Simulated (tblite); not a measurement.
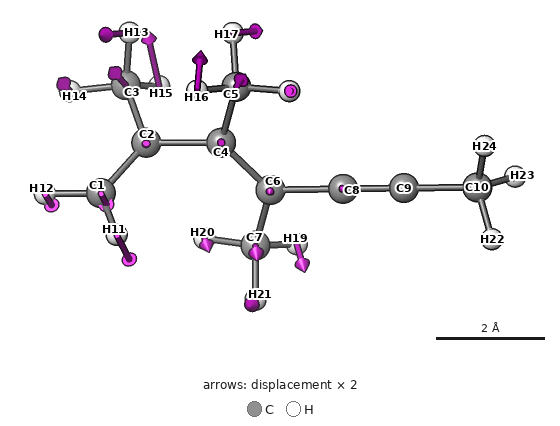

A relaxation of C₁₀H₁₄. The starting structure is drawn; purple arrows show the displacements, 2 times their true length. The two geometries are superimposed by the best rigid fit.

The picture is a ball-and-stick view, seen at a tilt.

Level of theory: GFN2-xTB geometry optimisation, gas phase in tblite. 

What did the optimiser do to the structure, and how much energy did it gain?

The energy falls by 11.6 kJ/mol in 143 geometry steps. The largest move after the best rigid fit is that of an H atom, 0.67 Å. By element the largest moves are H 0.67 Å, C 0.40 Å. Among the contacts that change: C–C 1.444 → 1.417 Å, C–H 1.097 → 1.078 Å, C–C 1.362 → 1.345 Å, C–C 1.494 → 1.502 Å. Among the angles between lasting bonds that change: C–C–H 114.2° → 110.4°, C–C–C 124.6° → 121.3°, H–C–H 106.2° → 109.4°. Groups turn about C–C by about 25°.
